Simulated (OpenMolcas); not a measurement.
# A workflow on SiH4O (silanol)

Aim: the energy (HF/ANO-RCC-MB), then the energy (CASSCF(2,2)/ANO-RCC-VDZP), then an energy scan (CASPT2(2,2)/ANO-RCC-VDZP), then the energy along one coordinate (SC-NEVPT2(2,2)/ANO-RCC-VDZP), then the energy along one coordinate (MC-PDFT[tPBE](2,2)/ANO-RCC-VDZP) of SiH4O (silanol). 

The calculation is run with OpenMolcas 26.06.

## Step 1: The structure to begin with

SiH4O has 6 atoms, charge 0, and is taken as a singlet. SMILES: `O[SiH3]`. The shape is that of a PBE0-D4/def2-TZVP optimisation.

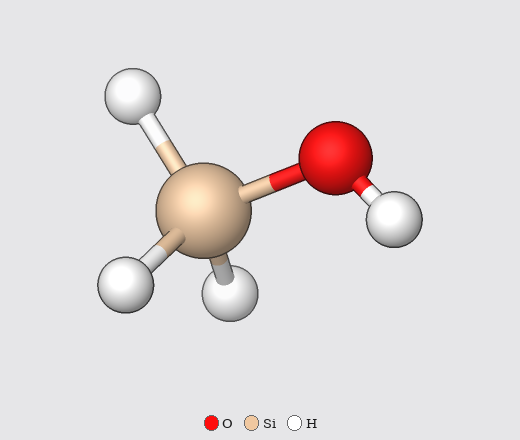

Viewed from a chosen angle; oxygen red, silicon light orange, hydrogen white.

## Step 2: A single-point energy at HF/ANO-RCC-MB (DKH2) (run 1)

Contents of coord.xyz:

```xyz
6

O      0.636700    -1.030300     0.419000
Si    -0.035700     0.346500    -0.187000
H      0.069100    -1.629200     0.904700
H     -1.128300     0.045700    -1.152800
H      1.060500     1.064900    -0.875600
H     -0.602300     1.202400     0.891700
```

Contents of step1.input:

```
>>> EXPORT MOLCAS_PRINT=2
&GATEWAY
Coord
coord.xyz
Basis
ANO-RCC-MB
Group
NoSym
&SEWARD
&SCF
PrOrbitals
0
&LOCALISATION
Occupied
Freeze
Pipek-Mezey
&LOCALISATION
FileOrb
$Project.LocOrb
Virtual
Pipek-Mezey
```

Launch:

```bash
$ export MOLCAS_MEM=1860
$ pymolcas step1.input > step1.log
```

Standard output:

```text
--- Start Module: gateway ---
[...]
--- Stop Module: gateway /rc=_RC_ALL_IS_WELL_ ---
[...]
      Basis functions           18
[...]
       Convergence after   9 Iterations
[...]
::    Total SCF energy                               -366.6307013034
[...]
      Total spin, S                                     0.0000000000
[...]
      Total electronic charge=   26.000000
      Total            charge=   -0.000000
[...]
      Dipole Moment (debye):
      Origin of the operator (angstrom)=    0.1787   -0.1270    0.0258
                   X= -1.5708E+00               Y=  8.1508E-02               Z=  3.5958E-01           Total=  1.6135E+00
      Quadrupole Moment (debye*angstrom):
[...]
--- Start Module: localisation ---
[...]
--- Stop Module: localisation /rc=_RC_ALL_IS_WELL_ ---
--- Start Module: localisation ---
[...]
--- Stop Module: localisation /rc=_RC_ALL_IS_WELL_ ---
[...]
```

Wall time 1.8 s (1 thread of Arm Neoverse V2, shared host); peak memory 0.41 GiB.

## Step 3: The energy at CASSCF(2,2)/ANO-RCC-VDZP (DKH2) (run 2)

coord.xyz is that of step 2.

Contents of step2.input:

```
>>> EXPORT MOLCAS_PRINT=2

&GATEWAY
  Coord=coord.xyz
  Basis=ANO-RCC-MB
  Group=NoSym

&SEWARD

&RASSCF
  FileOrb=$CurrDir/step1.LocOrb
  Alter=1
  1 11 13
  Spin=1
  Nactel=2 0 0
  Inactive=12
  Ras2=2
  OrbListing=Nothing
>>> COPY $Project.RunFile RUNFIL1
>>> COPY $Project.RasOrb INPORB

&GATEWAY
  Coord=coord.xyz
  Basis=ANO-RCC-VDZP
  Group=NoSym

&SEWARD
>>> COPY $Project.RunFile RUNFIL2

&EXPBAS

&RASSCF
  FileOrb=$Project.ExpOrb
  Spin=1
  Nactel=2 0 0
  Inactive=12
  Ras2=2
  OrbListing=Nothing
```

Launch:

```bash
$ export MOLCAS_MEM=1860
$ pymolcas step2.input > step2.log
```

Standard output:

```text
--- Start Module: gateway ---
[...]
--- Stop Module: gateway /rc=_RC_ALL_IS_WELL_ ---
[...]
      Basis functions           18
[...]
      Number of active orbitals                  2
[...]
      Spin quantum number                      0.0
[...]
      Active orbitals                            2
[...]
      Number of CSFs                             3
[...]
      Number of root(s) required                 1
[...]
      Convergence after 15 iterations
[...]
      printout of CI-coefficients larger than  0.05 for root  1
      energy=    -366.642532
      conf/sym  11     Coeff  Weight
             1  20   0.99578 0.99158
             3  02  -0.09175 0.00842
      Natural orbitals and occupation numbers for root  1
      sym 1:   1.983164   0.016836
      ************************************************************************************************************************
      *                                                    Final results                                                     *
[...]
::    RASSCF root number  1 Total energy:   -366.64253174
[...]
      Basis functions           52
[...]
--- Start Module: expbas ---
[...]
--- Stop Module: expbas /rc=_RC_ALL_IS_WELL_ ---
--- Start Module: rasscf ---
[...]
      Convergence after 18 iterations
[...]
      Natural orbitals and occupation numbers for root  1
      sym 1:   1.985150   0.014850
      ************************************************************************************************************************
      *                                                    Final results                                                     *
[...]
::    RASSCF root number  1 Total energy:   -366.86892118
[...]
      Total electronic charge=   26.000000
      Total            charge=   -0.000000
[...]
      Dipole Moment (debye):
      Origin of the operator (angstrom)=    0.1787   -0.1270    0.0258
                   X= -1.2950E+00               Y= -3.1898E-01               Z=  5.1496E-01           Total=  1.4296E+00
      Quadrupole Moment (debye*angstrom):
[...]
--- Stop Module: rasscf /rc=_RC_ALL_IS_WELL_ ---
[...]
```

Run time: 5.7 s. Hardware: 1 thread of Arm Neoverse V2, shared host; peak memory 0.41 GiB.

## Step 4: An energy scan at CASPT2(2,2)/ANO-RCC-VDZP (DKH2, ipea shift 0.25 Eh, pt2 variant SS) (run 3)

Contents of step3.inp:

```
>>> COPY $CurrDir/step2.RasOrb $Project.RasOrb
>>> ForEach K in (1, 2, 3, 4, 5, 6, 7, 8, 9)

&GATEWAY
 Coord
 $CurrDir/point$K.xyz
 Basis
 ANO-RCC-VDZP
 Group
 NoSym

&SEWARD

&RASSCF
 FileOrb
 $Project.RasOrb
 Spin
 1
 Nactel
 2 0 0
 Inactive
 12
 Ras2
 2
 OrbListing
 Nothing

&CASPT2
 Imaginary
 0.2
 Frozen
 6
>>> EndDo
```

Launch:

```bash
$ export MOLCAS_MEM=1860
$ pymolcas step3.inp > step3.log
```

Standard output (excerpt; [...] marks lines left out):

```text
[...]
      Basis functions           52
[...]
      Number of active orbitals                  2
[...]
      Spin quantum number                      0.0
[...]
      Active orbitals                            2
[...]
      Number of CSFs                             3
[...]
      Number of root(s) required                 1
[...]
      Convergence after 18 iterations
[...]
      Natural orbitals and occupation numbers for root  1
      sym 1:   1.989657   0.010343
      ************************************************************************************************************************
      *                                                    Final results                                                     *
[...]
::    RASSCF root number  1 Total energy:   -366.84044162
[...]
      E2 (Variational):          -0.2821821054
[...]
::    CASPT2 Root  1     Total energy:   -367.12262373
[...]
      Convergence after 14 iterations
[...]
      Natural orbitals and occupation numbers for root  1
      sym 1:   1.985139   0.014861
      ************************************************************************************************************************
      *                                                    Final results                                                     *
[...]
      Convergence after 15 iterations
[...]
      Natural orbitals and occupation numbers for root  1
      sym 1:   1.697893   0.302107
      ************************************************************************************************************************
      *                                                    Final results                                                     *
[...]
      Convergence after 14 iterations
[...]
      Natural orbitals and occupation numbers for root  1
      sym 1:   1.399760   0.600240
      ************************************************************************************************************************
      *                                                    Final results                                                     *
[...]
      Convergence after 12 iterations
[...]
::    RASSCF root number  1 Total energy:   -366.70939460
[...]
::    CASPT2 Root  1     Total energy:   -366.96363977
[...]
      Convergence after  9 iterations
[...]
::    RASSCF root number  1 Total energy:   -366.70835018
[...]
      E2 (Variational):          -0.2526909805
[...]
::    CASPT2 Root  1     Total energy:   -366.96104116
[...]
```

Run time: 33 s. Hardware: 1 thread of Arm Neoverse V2, shared host; peak memory 0.39 GiB.

The scan, from its lowest point:

```csv
Si2–O1 (Å),energy (kJ/mol)
1.483,78.3
1.648,0.0
1.812,19.5
2.060,115.3
2.389,258.5
2.801,392.8
3.295,468.8
3.954,495.7
4.943,502.5
```

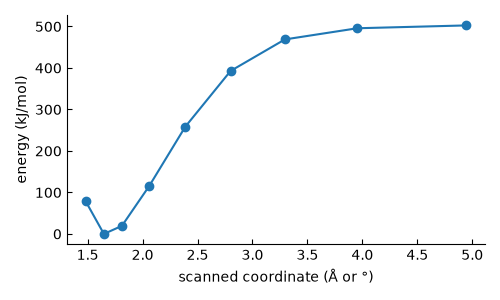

Energy along the scan.

## Step 5: The energy along one coordinate at SC-NEVPT2(2,2)/ANO-RCC-VDZP (DKH2, pt2 variant SC-NEVPT2) (run 4)

Contents of step4.inp:

```
* H4OSi NEVPT2
>>> EXPORT MOLCAS_PRINT=2
>>> COPY $CurrDir/step2.RasOrb $Project.RasOrb
>>> ForEach K in (1, 2, 3, 4, 5, 6, 7, 8, 9)

&GATEWAY
  COORD=$CurrDir/point$K.xyz
  BASIS=ANO-RCC-VDZP
  GROUP=NoSym

&SEWARD

&RASSCF
  FILEORB=$Project.RasOrb
  SPIN=1
  NACTEL=2 0 0
  INACTIVE=12
  RAS2=2
  ORBLISTING=Nothing

&CASPT2
  SC-NEVPT2
  FROZEN=6
>>> EndDo
```

Launch:

```bash
$ export MOLCAS_MEM=1860
$ pymolcas step4.inp > step4.log
```

Standard output (excerpt; [...] marks lines left out):

```text
[...]
      Basis functions           52
[...]
      Number of active orbitals                  2
[...]
      Spin quantum number                      0.0
[...]
      Active orbitals                            2
[...]
      Number of CSFs                             3
[...]
      Number of root(s) required                 1
[...]
      Convergence after 18 iterations
[...]
      Natural orbitals and occupation numbers for root  1
      sym 1:   1.989657   0.010343
      ************************************************************************************************************************
      *                                                    Final results                                                     *
[...]
::    RASSCF root number  1 Total energy:   -366.84044162
[...]
      E2 (Variational):          -0.2798036704
[...]
::    SC-NEVPT2 Root  1     Total energy:   -367.12013758
[...]
      Convergence after 14 iterations
[...]
      Natural orbitals and occupation numbers for root  1
      sym 1:   1.985139   0.014861
      ************************************************************************************************************************
      *                                                    Final results                                                     *
[...]
      Convergence after 15 iterations
[...]
      Natural orbitals and occupation numbers for root  1
      sym 1:   1.697893   0.302107
      ************************************************************************************************************************
      *                                                    Final results                                                     *
[...]
      Convergence after 14 iterations
[...]
      Natural orbitals and occupation numbers for root  1
      sym 1:   1.399760   0.600240
      ************************************************************************************************************************
      *                                                    Final results                                                     *
[...]
      Convergence after 12 iterations
[...]
::    RASSCF root number  1 Total energy:   -366.70939460
[...]
::    SC-NEVPT2 Root  1     Total energy:   -366.95977026
[...]
      Convergence after  9 iterations
[...]
::    RASSCF root number  1 Total energy:   -366.70835018
[...]
      E2 (Variational):          -0.2490157678
[...]
::    SC-NEVPT2 Root  1     Total energy:   -366.95736595
[...]
```

Run time: 33 s. Hardware: 1 thread of Arm Neoverse V2, shared host; peak memory 0.39 GiB.

The scan, from its lowest point:

```csv
Si2–O1 (Å),energy (kJ/mol)
1.483,81.8
1.648,0.0
1.812,15.1
2.060,105.5
2.389,249.7
2.801,394.9
3.295,475.9
3.954,502.9
4.943,509.2
```

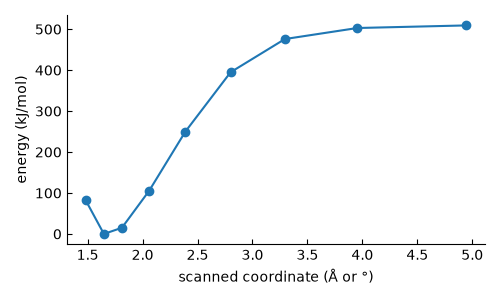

Energy along the scan.

## Step 6: An energy scan at MC-PDFT[tPBE](2,2)/ANO-RCC-VDZP (DKH2) (run 5)

Contents of step5.input:

```
* H4OSi MC-PDFT
>>> EXPORT MOLCAS_PRINT=2
>>> COPY $CurrDir/step2.RasOrb $Project.RasOrb
>>> ForEach K in (1, 2, 3, 4, 5, 6, 7, 8, 9)

&gateway
 coord
 $CurrDir/point$K.xyz
 basis
 ANO-RCC-VDZP
 group
 NoSym

&seward

&rasscf
 fileorb
 $Project.RasOrb
 spin
 1
 nactel
 2 0 0
 inactive
 12
 ras2
 2
 orblisting
 Nothing

&mcpdft
 ksdft
 T:PBE
>>> EndDo
```

Launch:

```bash
$ export MOLCAS_MEM=1860
$ pymolcas step5.input > step5.log
```

Standard output (excerpt; [...] marks lines left out):

```text
--- Start Module: gateway ---
[...]
      Basis functions           52
[...]
      Number of active orbitals                  2
[...]
      Spin quantum number                      0.0
[...]
      Active orbitals                            2
[...]
      Number of CSFs                             3
[...]
      Number of root(s) required                 1
[...]
      Convergence after 18 iterations
[...]
      Natural orbitals and occupation numbers for root  1
      sym 1:   1.989657   0.010343
      ************************************************************************************************************************
      *                                                    Final results                                                     *
[...]
::    RASSCF root number  1 Total energy:   -366.84044162
[...]
::    MCPDFT root number  1 Total energy:   -367.56041251
[...]
      Convergence after 14 iterations
[...]
      Natural orbitals and occupation numbers for root  1
      sym 1:   1.985139   0.014861
      ************************************************************************************************************************
      *                                                    Final results                                                     *
[...]
      Convergence after 15 iterations
[...]
      Natural orbitals and occupation numbers for root  1
      sym 1:   1.697893   0.302107
      ************************************************************************************************************************
      *                                                    Final results                                                     *
[...]
      Convergence after 14 iterations
[...]
      Natural orbitals and occupation numbers for root  1
      sym 1:   1.399760   0.600240
      ************************************************************************************************************************
      *                                                    Final results                                                     *
[...]
      Convergence after 12 iterations
[...]
::    RASSCF root number  1 Total energy:   -366.70939460
[...]
::    MCPDFT root number  1 Total energy:   -367.39596116
[...]
      Convergence after  9 iterations
[...]
::    RASSCF root number  1 Total energy:   -366.70835018
[...]
      Total electronic charge=   26.000000
      Total            charge=   -0.000000
[...]
::    MCPDFT root number  1 Total energy:   -367.39388521
[...]
```

Run time: 37 s. Hardware: 1 thread of Arm Neoverse V2, shared host; peak memory 0.39 GiB.

The scan, from its lowest point:

```csv
Si2–O1 (Å),energy (kJ/mol)
1.483,77.1
1.648,0.0
1.812,18.8
2.060,111.3
2.389,249.1
2.801,388.3
3.295,477.6
3.954,508.9
4.943,514.4
```

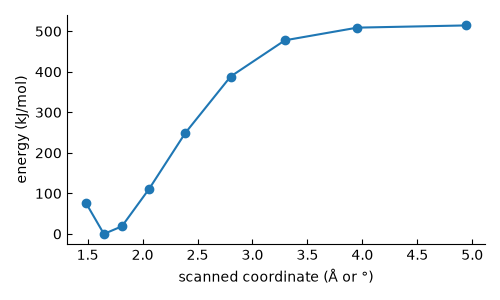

Energy along the scan.

## Step 7: Summary of results

```
                                                         quantity          value
                               run 1, HF/ANO-RCC-MB: total energy  -366.63070 Eh
                              run 1, HF/ANO-RCC-MB: dipole moment         1.61 D
                                run 1, HF/ANO-RCC-MB: HOMO energy      -12.83 eV
                                run 1, HF/ANO-RCC-MB: LUMO energy        6.64 eV
                              run 1, HF/ANO-RCC-MB: HOMO–LUMO gap       19.47 eV
                    run 2, CASSCF(2,2)/ANO-RCC-VDZP: total energy  -366.86892 Eh
  run 2, CASSCF(2,2)/ANO-RCC-VDZP: dipole moment (CASSCF density)         1.43 D
       run 3, CASPT2(2,2)/ANO-RCC-VDZP: lowest energy of the scan  -367.15244 Eh
    run 4, SC-NEVPT2(2,2)/ANO-RCC-VDZP: lowest energy of the scan  -367.15130 Eh
run 5, MC-PDFT[tPBE](2,2)/ANO-RCC-VDZP: lowest energy of the scan  -367.58980 Eh
```

Mulliken charges (run 1, HF/ANO-RCC-MB) run from -0.83 on O1 to +0.71 on Si2.
